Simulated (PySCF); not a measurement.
# C$_{2}$H$_{4}$Cl$_{2}$O$_{2}$Si (SMILES Cl[Si]1(Cl)OCCO1): what the fields show

Input

```
{"job": {"xc": "wB97X-D", "basis": "pcSseg-1", "kind": "nmr", "pop": true}, "charge": 0, "multiplicity": 1}
Cl     5.254548     2.378320    -1.435859
Si     4.185726     1.007854    -0.377541
Cl     5.493799    -0.223778     0.581190
O      3.105890     1.671775     0.686822
C      1.788351     1.459134     0.197741
C      1.832783     0.223923    -0.712993
O      3.104685     0.213016    -1.347411
H      1.104490     1.314060     1.047475
H      1.458121     2.350964    -0.363924
H      1.044709     0.253614    -1.480233
H      1.708017    -0.703030    -0.125182
```

Command:

```sh
OMP_NUM_THREADS=1 python ens_run.py task.json out
```

Geometry: PBE0-D3(BJ)/def2-SVP.

The calculation used PySCF 2.14.0, wB97X-D/pcSseg-1, SCF density, gas phase, non-relativistic.

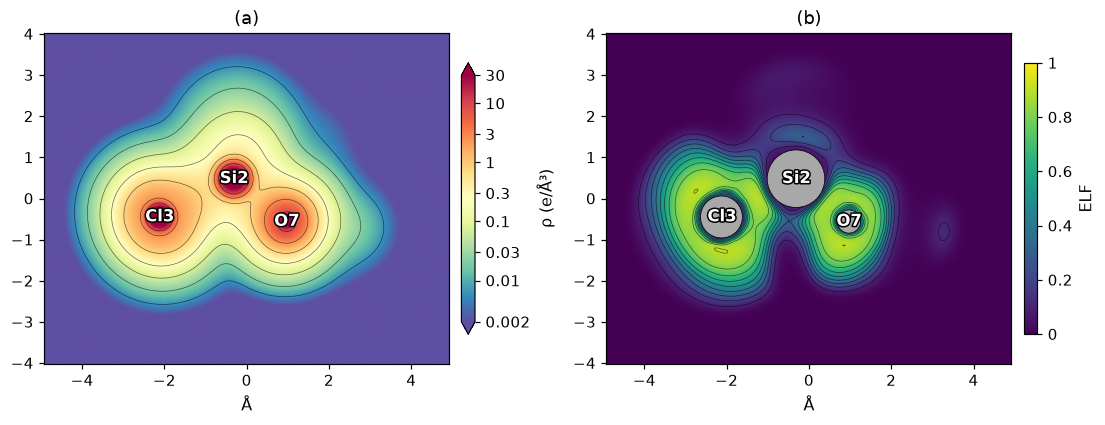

Figure 1. (a) total electron density; (b) electron localisation function on the plane of atoms Cl3, Si2 and O7. Grey discs cover the atomic cores in the ELF map.

> What does the map show?

The plane passes through Si, Cl and O nuclei.
Si–O (1.66 Å): ρ at the midpoint is about 1.2 e/Å³; the ELF peaks at about 0.85 between the atoms: a shared but strongly polarised pair.
Si–Cl (2.04 Å): ρ at the midpoint is about 0.96 e/Å³; the ELF peaks at about 0.90 between the atoms, as expected for a shared but strongly polarised pair.
The ELF also peaks beside Cl3 and O7, away from the bonds: lone-pair regions.

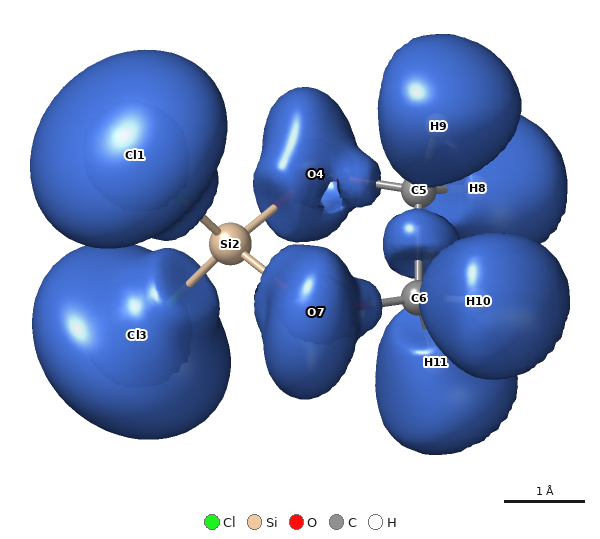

Figure 2. Isosurface of the electron localisation function at 0.75 (blue), seen across its widest extent. Only the valence region is drawn (cores and ρ < 0.01 e/Å³ removed).

> Identify the bonds, lone pairs and shells in this picture.

At this value the surface marks out one region between bonded C–C atoms (shared pairs), four regions around hydrogen nuclei, two regions on Cl in which the atom's valence shell and bonds are merged and two regions on O in which the atom's valence shell and bonds are merged. Along the contacts the grid gives the following. C–O (1.42 Å): the ELF peaks at about 0.90 between the atoms (a polar covalent bond). C–C (1.54 Å): the ELF peaks at about 0.95 between the atoms, as expected for a shared electron pair.

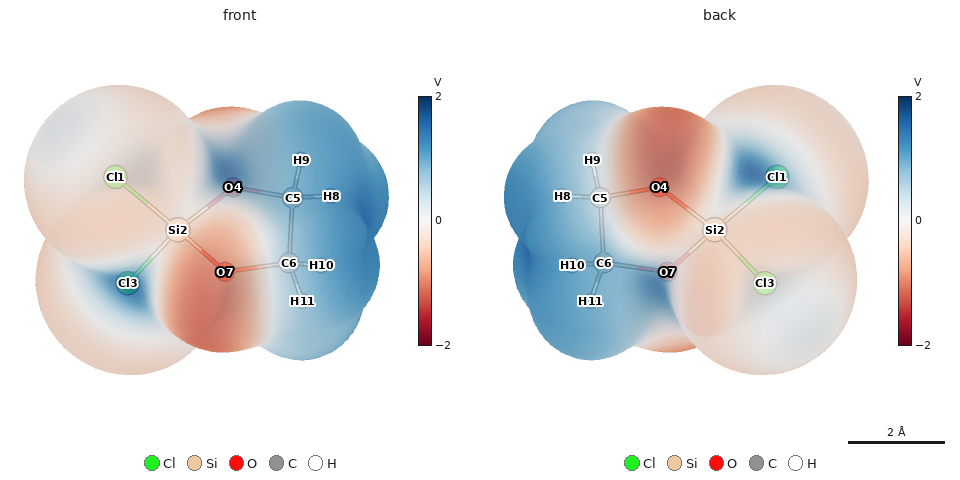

Figure 3. The molecular electrostatic potential painted on the density surface at 0.002 e/bohr³, seen from the front and from behind; red is negative and blue positive.

> Which sites attract a positive test charge, and which a negative one?

A positive charge is drawn to the negative regions and a negative charge to the positive ones. The most negative region (about −1.2 V) lies over O4 and O7, the most positive (about +1.5 V) over Si2, C5 and C6. Cl1 shows a σ-hole: about +0.2 V at the tip opposite its bond, against about −0.3 V on its flanks. Cl3 shows a σ-hole: about +0.2 V at the tip opposite its bond, against about −0.3 V on its flanks.
